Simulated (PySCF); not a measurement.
**C$_{5}$H$_{8}$AlN: density, localisation and related maps**

```tsv
atom	x (Å)	y (Å)	z (Å)
C	2.9353	-0.3067	-0.3117
Al	1.3120	-0.6408	0.7727
N	-0.3621	-0.0409	0.3349
C	-0.8657	0.6968	-0.7092
C	-2.2085	0.8697	-0.5457
C	-2.5669	0.2119	0.6534
C	-1.4258	-0.3298	1.1650
H	3.8296	-0.7578	0.1303
H	3.1441	0.7629	-0.4329
H	2.8404	-0.7149	-1.3251
H	1.2697	-1.4359	2.0872
H	-0.2159	1.0428	-1.4930
H	-2.8716	1.4033	-1.1996
H	-3.5512	0.1543	1.0770
H	-1.2678	-0.9068	2.0625
```

Geometry: GFN2-xTB.

These are results of PBE0/pcSseg-1, SCF density, gas phase, non-relativistic in PySCF, not measurements.

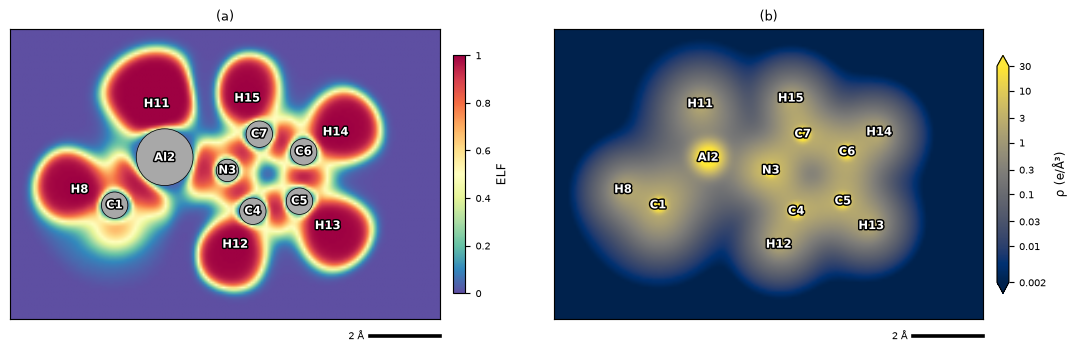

Figure 1. (a) electron localisation function; (b) electron density on the plane of atoms Al2, C1 and H8. Grey discs cover the atomic cores in the ELF map.

What do the fields say about this system?

Answer.
- The section cuts through C, Al, N and H sites.
- C–C (1.36 Å): ρ at the midpoint is about 2.2 e/Å³; the ELF peaks at about 0.95 between the atoms, as expected for a covalent bond.
- C–N (1.37 Å): ρ at the midpoint is about 2.2 e/Å³; the ELF peaks at about 0.90 between the atoms (a covalent bond).
- Al–N (1.83 Å): the density is about 0.76 e/Å³ at the midpoint; the ELF peaks at about 0.95 in the valence shell of N, 0.7 Å from its nucleus, and is about 0.70 at the midpoint.
- C–Al (1.98 Å): the density is about 0.69 e/Å³ at the midpoint; the ELF peaks at about 0.95 between the atoms (a shared but strongly polarised pair).
- C–H (1.07 Å): the density is about 2 e/Å³ at the midpoint; the ELF climbs to about 1 towards the hydrogen, as it does in any bond to H; a covalent bond by its length.

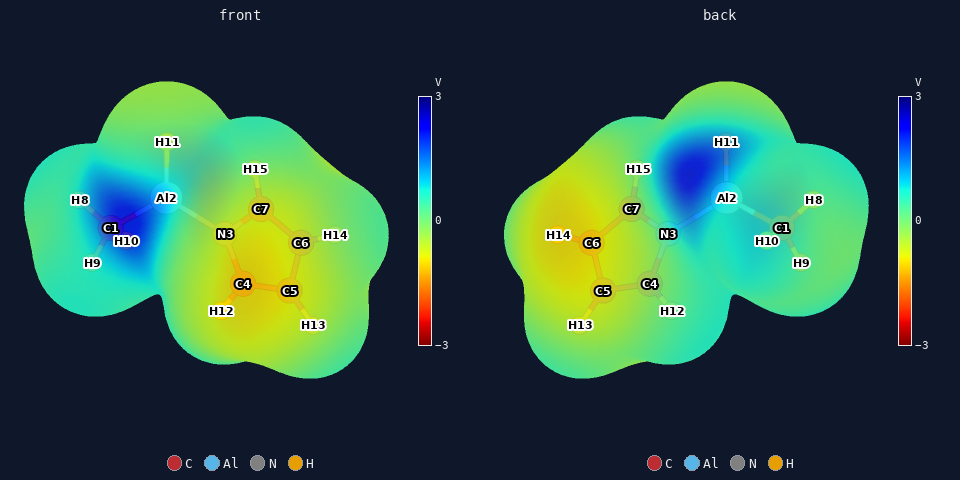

Figure 2. The molecular electrostatic potential painted on the density surface at 0.001 e/bohr³, seen from the front and from behind; red is negative and blue positive.

Where is the surface potential most negative and most positive?

Answer. The most negative region (about −1.1 V) lies over the π face of C5 and C6, the most positive (about +2.3 V) over Al2.
